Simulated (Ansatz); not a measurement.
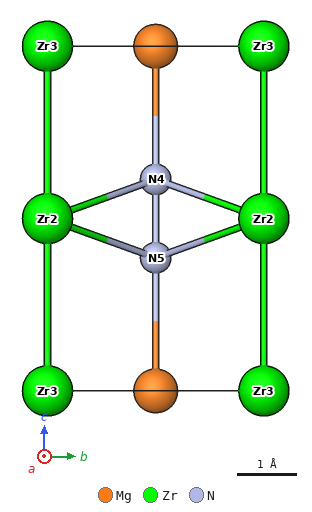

This is the input geometry for a relaxation of crystalline MgZr₂N₂ (a generated structure, set up in P4/mmm). Style: ball-and-stick. Shown: the cell of the calculation, along the a axis.

Computed with Ansatz 0.2.0, DFT PBE, scalar-relativistic, plane waves, PAW.

The input:
```yaml
crystal:
  lattice:
    - [3.6955630508, 0.0, 0.0]
    - [0.0, 3.6955630508, 0.0]
    - [0.0, 0.0, 5.8851053647]
  atoms:
    - { symbol: Mg, position: [0.5, 0.5, 0.0] }
    - { symbol: Zr, position: [0.0, 0.0, 0.5] }
    - { symbol: Zr, position: [0.0, 0.0, 0.0] }
    - { symbol: "N", position: [0.5, 0.5, 0.6135689295] }
    - { symbol: "N", position: [0.5, 0.5, 0.3864310705] }
basis:
  ecutwfc: 420
kpoints:
  mp_grid: { grid: [10, 10, 6] }
hamiltonian:
  xc: pbe
scf:
  occupations: { method: gaussian, width: 0.1 }
output:
  forces: true
  stress: true
  eigenvalues: true
relax:
  adjacent_minimum: "off"
  f_tol: 0.01
  max_steps: 80
  cell: { stress_tol: 0.05 }
```

Launched with:
```bash
ansatz run input.yaml --threads 1 --pin off --max-ram 2560MiB --backend cpu --events-out ev --progress --plain --runs-dir out
```

**Where does the relaxation end?**

No atom moves by more than 0.005 Å relative to the cell. The drawn cell changes at constant volume: a = b 3.696 → 3.705 Å (+0.3 %), c 5.885 → 5.856 Å (−0.5 %). Some distances before and after: Mg1–N4 2.274 → 2.259 Å, Zr2–Zr3 2.943 → 2.928 Å, Mg1–Zr3 2.613 → 2.620 Å, Zr2–N4 2.697 → 2.704 Å. The space group stays P4/mmm (No. 123). Over 4 accepted moves (7 points after the start) the energy falls by 0.3 meV per atom. The largest force component goes from 0.085 to 0.0018 eV/Å. The pressure goes from 0.10 to 0.00 GPa. The line search rejected the trial step at point 5 of the run. At 2 points the geometry stayed and the basis and grid were re-selected for the new cell (energy shift of less than 0.05 meV per atom at most each time). The run took 64 s on 1 thread of Intel(R) Xeon(R) Platinum 8488C (Sapphire Rapids), on a shared host, peak memory 0.5 GiB.

Final geometry:

```
CELL_PARAMETERS angstrom
3.70525 0.00000 0.00000
0.00000 3.70525 0.00000
0.00000 0.00000 5.85554
ATOMIC_POSITIONS crystal
Mg 0.50000 0.50000 0.00000
Zr 0.00000 0.00000 0.50000
Zr 0.00000 0.00000 0.00000
N 0.50000 0.50000 0.61416
N 0.50000 0.50000 0.38584
```
